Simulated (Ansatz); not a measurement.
# Geometry relaxation of C3H8Ge

The run: geometry relaxation of C3H8Ge. Method and program: RKS r2SCAN-D4/def2-SVP (Ansatz 0.2.0).

The geometry: GFN2-xTB start. Figures and captions count atoms from 1; the log counts them from 0 in places.

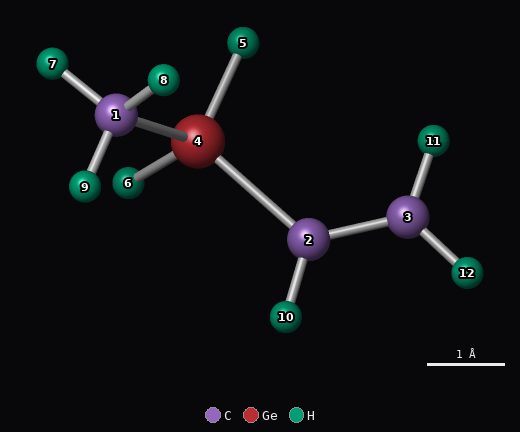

Figure 1. The structure as given in the input (ball-and-stick view, seen at a tilt; atoms are numbered from 1 in the order of the input). Sticks mark near contacts. Bond lengths as drawn: C–C 1.32 Å, C–Ge 1.95 to 1.97 Å, C–H 1.08 to 1.09 Å and Ge–H 1.50 to 1.51 Å.

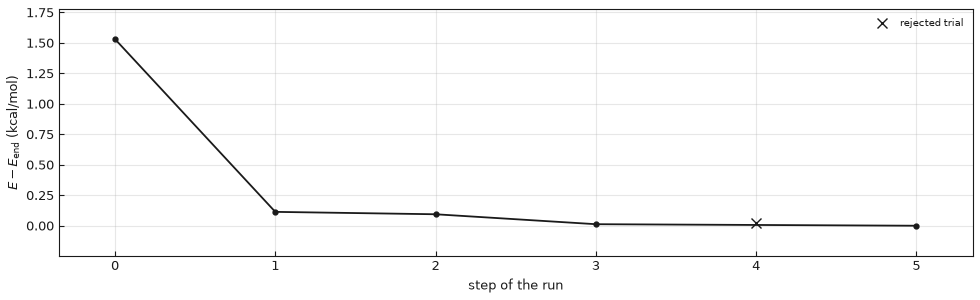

Figure 2. Progress of the relaxation, step by step (the first geometry is step 0 here and step 1 in the log).

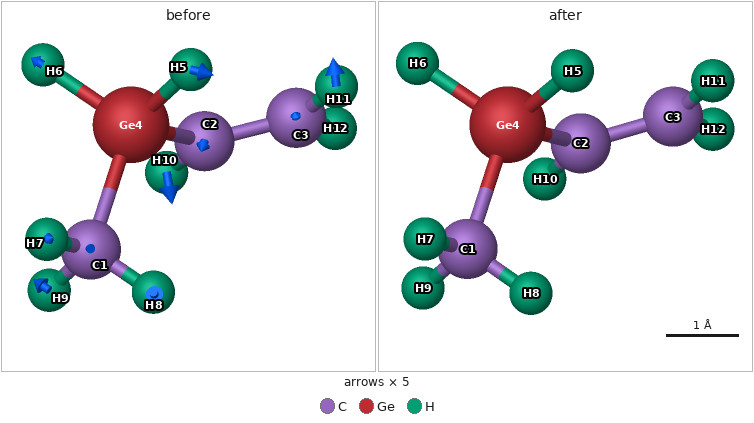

Figure 3. Before (left) and after (right) the relaxation, at one scale (ball-and-stick view, seen at a tilt). The blue arrows give the displacements, magnified 5 times. Over 5 geometry steps the energy falls by 1.53 kcal/mol. The largest force component goes from 0.92 to 0.011 eV/Å. The line search rejected the trial step at point 4 (counted from 0) and went back. The atom that moves furthest after the best rigid fit is H10 (0.092 Å). Largest moves by element: H 0.092 Å, C 0.037 Å, Ge 0.008 Å. Among the contacts that change: Ge4–H5 1.504 → 1.540 Å, Ge4–H6 1.507 → 1.542 Å, C2–C3 1.322 → 1.340 Å, C2–H10 1.084 → 1.100 Å. Among the angles that change: H5–Ge4–H6 106.9° → 109.1°. (Atoms are counted from 1 in the order of the input.)

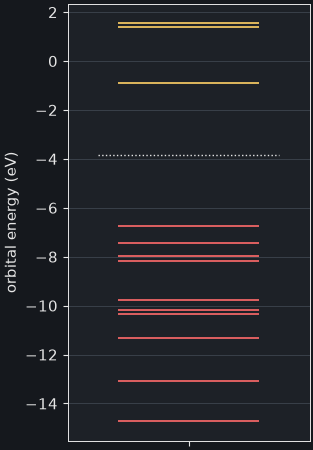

Figure 4. Orbital energies near the frontier; the dotted line parts filled from empty levels, and levels within 0.02 eV of each other stand side by side. Highest filled −6.76 eV, lowest empty −0.92 eV, 5.84 eV apart.

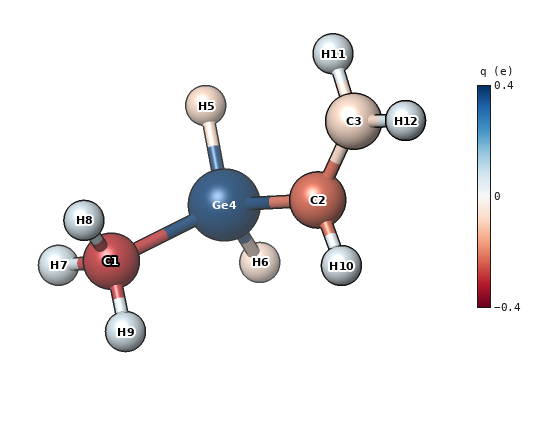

Figure 5. Mulliken charges, as the colour of each atom (ball-and-stick view, seen at a tilt; atoms are numbered from 1 in the order of the input). By element: C −0.29 to −0.07, Ge +0.38 and H −0.09 to +0.07 e.

The input and output of the run follow.

**Input**
```yaml
crystal:
  periodic: [false, false, false]
  atoms:
    - {symbol: C, position_ang: [0.011580, 1.974210, -0.405790]}
    - {symbol: C, position_ang: [-0.136030, -1.265480, -0.369480]}
    - {symbol: C, position_ang: [-0.842490, -2.100600, 0.373590]}
    - {symbol: Ge, position_ang: [0.783970, 0.312530, 0.316790]}
    - {symbol: H, position_ang: [0.716860, 0.308600, 1.819380]}
    - {symbol: H, position_ang: [2.241820, 0.242140, -0.056630]}
    - {symbol: H, position_ang: [0.564870, 2.842340, -0.059290]}
    - {symbol: H, position_ang: [-1.023620, 2.081780, -0.092250]}
    - {symbol: H, position_ang: [0.036110, 1.967940, -1.492770]}
    - {symbol: H, position_ang: [-0.061150, -1.447270, -1.435810]}
    - {symbol: H, position_ang: [-0.942630, -1.953970, 1.438180]}
    - {symbol: H, position_ang: [-1.349300, -2.962220, -0.035930]}
basis:
  gaussian: {orbitals: def2-SVP}
hamiltonian: {xc: r2scan, dispersion: d4}
scf: {lower_state_search: "off"}
output: {orbitals: {seedname: orbitals}}
relax: {f_tol: 0.02, max_steps: 100}
```

Command:
```bash
ansatz run in.yaml --threads 2 --pin off --events-out ev --progress --plain --max-ram 4352MiB
```

**Log**
```
Functional definition: r2SCAN
  name "r2SCAN"
  cite "Furness, Kaplan, Ning, Perdew & Sun, J. Phys. Chem. Lett. 11, 8208 (2020) doi:10.1021/acs.jpclett.0c02405"
  cite "Furness, Kaplan, Ning, Perdew & Sun, J. Phys. Chem. Lett. 11, 9248 (2020) doi:10.1021/acs.jpclett.0c03077"
  parent r2scan
  parameter k0 = 0.174
  parameter k1 = 0.065
  parameter a1 = 4.9479
  exchange = r2scan_x(k0 = k0, k1 = k1, a1 = a1)
  correlation = r2scan_c
these checks for a lower state are left out or cut short: stability, starts, cluster_reference, orbital_swaps, neighbouring_geometries, increment
1289 factors; their error is unknown
mean field evaluation 1: about -59737.3182 eV, gradient 6.4e1 eV
mean field evaluation 2: about -59729.7045 eV, gradient 8.2e1 eV
mean field evaluation 4: about -59747.2670 eV, gradient 2.7e0 eV
mean field evaluation 8: about -59747.2240 eV, gradient 2.2e-1 eV
mean field evaluation 16: about -59747.2241 eV, gradient 1.2e-4 eV
mean field -59747.22405280 eV, -2195.6699858173 hartree, gradient 9.4e-6 eV, S^2 0.000000; 0 other end points of the search recorded, 0 dependent functions left out
the calculation of the forces begins
reference -59747.22406374 eV, -2195.6699862194 hartree; 29, 29 occupied and 85, 85 virtual orbitals, 1289 factors
relax step   1: F+E_penalty+E_count = -59747.27883335 eV  Δ(F+E_penalty+E_count) = +0.000e0 eV  max|allowed force component| = 9.214e-1 eV/Å  Δτ_max = 0.0000 Å  (16 SCF iters, accepted)
these checks for a lower state are left out or cut short: stability, starts, cluster_reference, orbital_swaps, neighbouring_geometries, increment
1289 factors; their error is unknown
mean field -59747.28536263 eV, -2195.6722389121 hartree, gradient 2.9e-6 eV, S^2 0.000000; 0 other end points of the search recorded, 0 dependent functions left out
the calculation of the forces begins
reference -59747.28537359 eV, -2195.6722393149 hartree; 29, 29 occupied and 85, 85 virtual orbitals, 1289 factors
relax step   2: F+E_penalty+E_count = -59747.34029221 eV  Δ(F+E_penalty+E_count) = -6.146e-2 eV  max|allowed force component| = 2.289e-1 eV/Å  Δτ_max = 0.0514 Å  (20 SCF iters, accepted)
these checks for a lower state are left out or cut short: stability, starts, cluster_reference, orbital_swaps, neighbouring_geometries, increment
1289 factors; their error is unknown
mean field evaluation 32: about -59747.2862 eV, gradient 3.0e-6 eV
mean field -59747.28623966 eV, -2195.6722711425 hartree, gradient 3.0e-6 eV, S^2 0.000000; 0 other end points of the search recorded, 0 dependent functions left out
the calculation of the forces begins
reference -59747.28625065 eV, -2195.6722715463 hartree; 29, 29 occupied and 85, 85 virtual orbitals, 1289 factors
relax step   3: F+E_penalty+E_count = -59747.34114445 eV  Δ(F+E_penalty+E_count) = -8.522e-4 eV  max|allowed force component| = 1.393e-1 eV/Å  Δτ_max = 0.0578 Å  (19 SCF iters, accepted)
these checks for a lower state are left out or cut short: stability, starts, cluster_reference, orbital_swaps, neighbouring_geometries, increment
1289 factors; their error is unknown
mean field -59747.28972563 eV, -2195.6723992494 hartree, gradient 2.9e-6 eV, S^2 0.000000; 0 other end points of the search recorded, 0 dependent functions left out
the calculation of the forces begins
reference -59747.28973661 eV, -2195.6723996528 hartree; 29, 29 occupied and 85, 85 virtual orbitals, 1289 factors
relax step   4: F+E_penalty+E_count = -59747.34468037 eV  Δ(F+E_penalty+E_count) = -3.536e-3 eV  max|allowed force component| = 3.040e-2 eV/Å  Δτ_max = 0.0367 Å  (19 SCF iters, accepted)
these checks for a lower state are left out or cut short: stability, starts, cluster_reference, orbital_swaps, neighbouring_geometries, increment
1289 factors; their error is unknown
mean field -59747.28942472 eV, -2195.6723881910 hartree, gradient 2.8e-6 eV, S^2 0.000000; 0 other end points of the search recorded, 0 dependent functions left out
the calculation of the forces begins
reference -59747.28943569 eV, -2195.6723885944 hartree; 29, 29 occupied and 85, 85 virtual orbitals, 1289 factors
relax step   5: F+E_penalty+E_count = -59747.34431652 eV  Δ(F+E_penalty+E_count) = +3.638e-4 eV  max|allowed force component| = 6.349e-2 eV/Å  Δτ_max = 0.0562 Å  (18 SCF iters, rejected (line search))
these checks for a lower state are left out or cut short: stability, starts, cluster_reference, orbital_swaps, neighbouring_geometries, increment
1289 factors; their error is unknown
mean field -59747.29031223 eV, -2195.6724208065 hartree, gradient 2.9e-6 eV, S^2 0.000000; 0 other end points of the search recorded, 0 dependent functions left out
the calculation of the forces begins
reference -59747.29032321 eV, -2195.6724212100 hartree; 29, 29 occupied and 85, 85 virtual orbitals, 1289 factors
relax step   6: F+E_penalty+E_count = -59747.34522306 eV  Δ(F+E_penalty+E_count) = -5.427e-4 eV  max|allowed force component| = 1.096e-2 eV/Å  Δτ_max = 0.0183 Å  (20 SCF iters, accepted)
Total energy: -59747.34523404 eV, -2195.6744391456 hartree
Atom 0 at     0.020087     1.960746    -0.414362 Å, force     0.001644     0.010964    -0.006285 eV/Å
Atom 1 at    -0.149372    -1.232240    -0.378111 Å, force     0.002802    -0.003334    -0.007477 eV/Å
Atom 2 at    -0.827748    -2.097176     0.388288 Å, force    -0.007708    -0.007904     0.001970 eV/Å
Atom 3 at     0.788162     0.319019     0.319127 Å, force    -0.007759    -0.003016     0.002467 eV/Å
Atom 4 at     0.659419     0.298586     1.854074 Å, force     0.001388     0.000191    -0.003026 eV/Å
Atom 5 at     2.279920     0.247104    -0.063754 Å, force     0.003566    -0.000735    -0.000653 eV/Å
Atom 6 at     0.555696     2.844363    -0.036388 Å, force    -0.001241     0.001653     0.002555 eV/Å
Atom 7 at    -1.040447     2.044707    -0.134183 Å, force     0.000629    -0.001958     0.004481 eV/Å
Atom 8 at     0.090063     1.957485    -1.512719 Å, force     0.002421    -0.001675    -0.000031 eV/Å
Atom 9 at    -0.133404    -1.398513    -1.465264 Å, force    -0.002438    -0.000035     0.004197 eV/Å
Atom 10 at    -0.879450    -1.987523     1.478704 Å, force    -0.000878     0.003799     0.003888 eV/Å
Atom 11 at    -1.362937    -2.956558    -0.035421 Å, force     0.007574     0.002048    -0.002086 eV/Å
Dipole moment:    -0.107748     0.040758    -0.081469 e Å
Checks for a lower state left out: stability, starts, cluster_reference, orbital_swaps, neighbouring_geometries, increment
```

**Trajectory as extended XYZ (Å, eV, eV/Å), 6 frames, from step=1 to step=6**
```
12
Properties=species:S:1:pos:R:3:forces:R:3 step=1 energy=-59747.27883
C     0.0116    1.9742   -0.4058    0.1607  -0.5513   0.1784
C    -0.1360   -1.2655   -0.3695    0.5685   0.9214  -0.1477
C    -0.8425   -2.1006    0.3736   -0.2051  -0.2121   0.3218
Ge    0.7840    0.3125    0.3168   -0.5431   0.1181  -0.4939
H     0.7169    0.3086    1.8194   -0.1480  -0.0162   0.6609
H     2.2418    0.2421   -0.0566    0.6084  -0.0215  -0.2493
H     0.5649    2.8423   -0.0593    0.2972   0.3520   0.1892
H    -1.0236    2.0818   -0.0922   -0.4417   0.0032   0.1543
H     0.0361    1.9679   -1.4928    0.0362  -0.0393  -0.4625
H    -0.0612   -1.4473   -1.4358    0.0265  -0.1134  -0.5421
H    -0.9426   -1.9540    1.4382   -0.0888   0.0437   0.6602
H    -1.3493   -2.9622   -0.0359   -0.2705  -0.4846  -0.2694
12
Properties=species:S:1:pos:R:3:forces:R:3 step=2 energy=-59747.34029
C     0.0121    1.9589   -0.4066    0.0893  -0.1313   0.0845
C    -0.1416   -1.2385   -0.3759    0.1938   0.1684   0.0281
C    -0.8445   -2.0874    0.3802    0.0083  -0.0210   0.0551
Ge    0.7976    0.3171    0.3199   -0.2289   0.0207  -0.1542
H     0.6757    0.3039    1.8495    0.0244  -0.0094   0.0918
H     2.2749    0.2488   -0.0955    0.0959  -0.0087   0.0109
H     0.5652    2.8330   -0.0422    0.0415   0.1198   0.0203
H    -1.0364    2.0503   -0.0972   -0.0957   0.0000   0.0333
H     0.0533    1.9516   -1.5030    0.0129  -0.0015  -0.1061
H    -0.0705   -1.4249   -1.4534   -0.0282  -0.0468  -0.1375
H    -0.9359   -1.9503    1.4606   -0.0197   0.0076   0.1570
H    -1.3498   -2.9625   -0.0363   -0.0936  -0.0978  -0.0832
12
Properties=species:S:1:pos:R:3:forces:R:3 step=3 energy=-59747.34114
C     0.0129    1.9582   -0.4101   -0.0214  -0.0288  -0.0046
C    -0.1212   -1.2486   -0.3739   -0.0753   0.0464  -0.0439
C    -0.8279   -2.0964    0.3873   -0.1393   0.0339  -0.0475
Ge    0.7962    0.3191    0.3174    0.0850  -0.0501   0.0264
H     0.6779    0.3018    1.8550    0.0049  -0.0022  -0.0323
H     2.2856    0.2534   -0.0818   -0.0105   0.0251   0.0244
H     0.5442    2.8461   -0.0330   -0.0133  -0.0366  -0.0095
H    -1.0470    2.0303   -0.1213    0.0253   0.0116  -0.0157
H     0.0770    1.9536   -1.5094   -0.0070   0.0142   0.0210
H    -0.0955   -1.4140   -1.4626   -0.0074  -0.0187   0.0605
H    -0.9031   -1.9703    1.4757    0.0202  -0.0231  -0.0297
H    -1.3990   -2.9330   -0.0435    0.1388   0.0285   0.0509
12
Properties=species:S:1:pos:R:3:forces:R:3 step=4 energy=-59747.34468
C     0.0175    1.9533   -0.4129   -0.0126   0.0304  -0.0227
C    -0.1411   -1.2338   -0.3783   -0.0217   0.0094  -0.0146
C    -0.8319   -2.0903    0.3865   -0.0035  -0.0141   0.0054
Ge    0.7974    0.3167    0.3187   -0.0141   0.0054   0.0113
H     0.6722    0.2948    1.8539   -0.0059   0.0018  -0.0019
H     2.2907    0.2551   -0.0609   -0.0064  -0.0094  -0.0131
H     0.5478    2.8408   -0.0374    0.0061   0.0103   0.0080
H    -1.0431    2.0323   -0.1311    0.0040  -0.0108   0.0174
H     0.0815    1.9529   -1.5118    0.0161  -0.0126   0.0034
H    -0.1281   -1.3976   -1.4660    0.0221  -0.0196   0.0118
H    -0.8932   -1.9758    1.4760    0.0205  -0.0004   0.0065
H    -1.3695   -2.9484   -0.0367   -0.0046   0.0096  -0.0117
12
Properties=species:S:1:pos:R:3:forces:R:3 step=5 energy=-59747.34432 accepted=F
C     0.0238    1.9633   -0.4183    0.0051   0.0141   0.0012
C    -0.1622   -1.2268   -0.3783    0.0635  -0.0298  -0.0116
C    -0.8236   -2.1028    0.3897    0.0086  -0.0223   0.0200
Ge    0.7804    0.3197    0.3210   -0.0265   0.0084   0.0089
H     0.6448    0.2995    1.8548   -0.0007   0.0017   0.0067
H     2.2731    0.2498   -0.0522    0.0283  -0.0167  -0.0124
H     0.5644    2.8430   -0.0394    0.0006   0.0153   0.0077
H    -1.0372    2.0560   -0.1442   -0.0111  -0.0023   0.0089
H     0.1001    1.9582   -1.5157    0.0020  -0.0044  -0.0167
H    -0.1516   -1.3905   -1.4655   -0.0395   0.0291  -0.0147
H    -0.8494   -2.0104    1.4824   -0.0375   0.0270   0.0098
H    -1.3624   -2.9590   -0.0343    0.0074  -0.0198  -0.0078
12
Properties=species:S:1:pos:R:3:forces:R:3 step=6 energy=-59747.34522
C     0.0201    1.9607   -0.4144    0.0016   0.0110  -0.0063
C    -0.1494   -1.2322   -0.3781    0.0028  -0.0033  -0.0075
C    -0.8277   -2.0972    0.3883   -0.0077  -0.0079   0.0020
Ge    0.7882    0.3190    0.3191   -0.0078  -0.0030   0.0025
H     0.6594    0.2986    1.8541    0.0014   0.0002  -0.0030
H     2.2799    0.2471   -0.0638    0.0036  -0.0007  -0.0007
H     0.5557    2.8444   -0.0364   -0.0012   0.0017   0.0026
H    -1.0404    2.0447   -0.1342    0.0006  -0.0020   0.0045
H     0.0901    1.9575   -1.5127    0.0024  -0.0017   0.0000
H    -0.1334   -1.3985   -1.4653   -0.0024   0.0000   0.0042
H    -0.8794   -1.9875    1.4787   -0.0009   0.0038   0.0039
H    -1.3629   -2.9566   -0.0354    0.0076   0.0020  -0.0021
```

**Results in brief**

| quantity | value |
| --- | --- |
| outcome | converged |
| total energy | −59747.3452 eV |
| mean-field energy | −59747.2903 eV |
| dispersion energy | −0.0549 eV |
| HOMO | −6.76 eV |
| LUMO | −0.92 eV |
| largest force (length of the vector) at the end | 0.013 eV/Å |
| dipole moment | 0.68 D |
| hardware | 2 threads of Arm Neoverse V1, 23 GiB of memory available, shared host |
| wall time | 16 s (CPU time 31 s) |
| peak memory | 0.15 GiB |
